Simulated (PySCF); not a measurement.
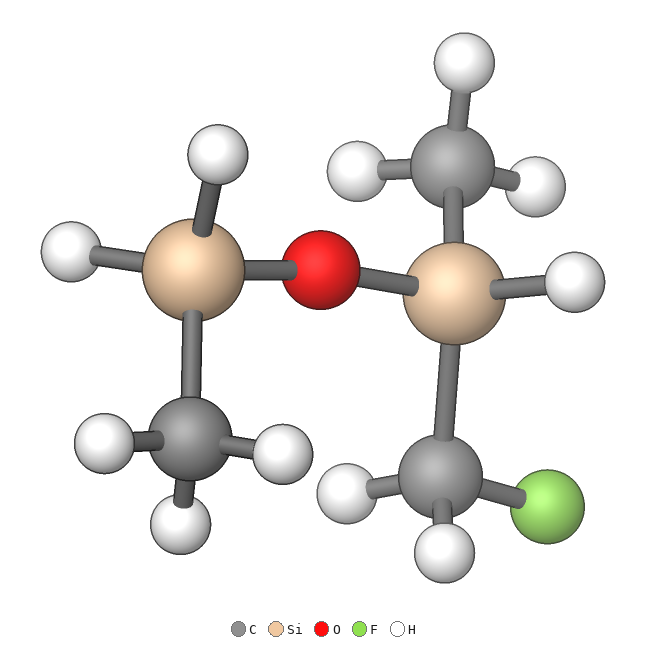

The geometry was computed by an optimisation with GFN2-xTB. No frequency run is at hand to confirm it as a minimum.

Give the structural formula.

SMILES: C[SiH2]O[Si@H](C)CF

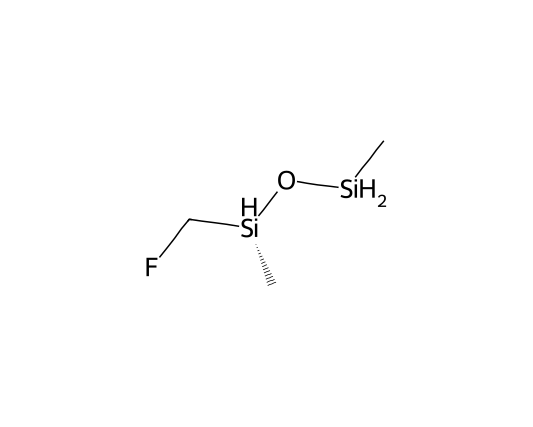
